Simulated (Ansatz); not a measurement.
Input file:

```
crystal:
  periodic: [false, false, false]
  atoms:
    - { symbol: Si, position_ang: [0.0, 0.0, 0.0] }
    - { symbol: H, position_ang: [0.0, 0.0, 1.81] }
    - { symbol: O, position_ang: [1.5842, 0.0, -0.5594] }
    - { symbol: H, position_ang: [1.9006, -0.9521, -0.6761] }
    - { symbol: O, position_ang: [-0.7913, 1.3709, -0.5594] }
    - { symbol: H, position_ang: [-1.7491, 1.1401, -0.7818] }
    - { symbol: Cl, position_ang: [-1.0032, -1.7381, -0.7093] }
    - { symbol: P, position_ang: [1.3006, 1.9614, 0.782] }
    - { symbol: H, position_ang: [2.3929, 1.5203, 1.5749] }
    - { symbol: H, position_ang: [1.7909, 2.6825, -0.3388] }
    - { symbol: H, position_ang: [0.5245, 0.791, 1.8858] }
basis:
  gaussian: { orbitals: def2-SVP }
hamiltonian:
  xc: cam_b3lyp
  dispersion: d4
relax:
  f_tol: 0.15
  max_steps: 25
  restrain:
    - { distance: [0, 7], at: 2.18, k: 30.0 }
    - { distance: [10, 1], at: 0.66, k: 30.0 }
    - { distance: [0, 1], at: 2.66, k: 30.0 }
    - { distance: [10, 7], at: 2.62, k: 30.0 }
output:
  orbitals: {}
```

Launched as:

```sh
ansatz run input.yaml --threads 4 --pin off --max-ram 5120MiB --backend cpu --events-out ev --progress --plain --runs-dir out
```

The fields are those of the run's last geometry, not of the input's.

Not at a stationary point (largest force 1.7 eV/Å).

Computed with Ansatz 0.2.0, RKS CAM-B3LYP-D4/def2-SVP.

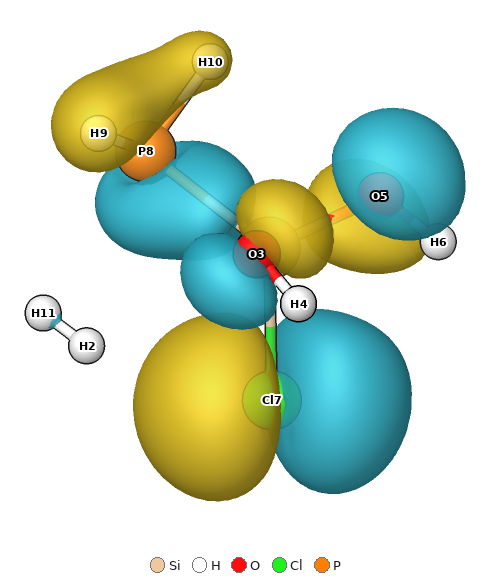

ClH₄O₂PSi···H₂. The HOMO−1 at ±0.08 Å⁻³ᐟ² (yellow and cyan are the two phases), seen at a tilt.

What is the character of this orbital?

Answer. By Hirshfeld shares it lies mainly on Cl7 (about 55 %), O5 (about 20 %), P8 (about 10 %) and O3 (about 5 %). Its energy is −10.22 eV.
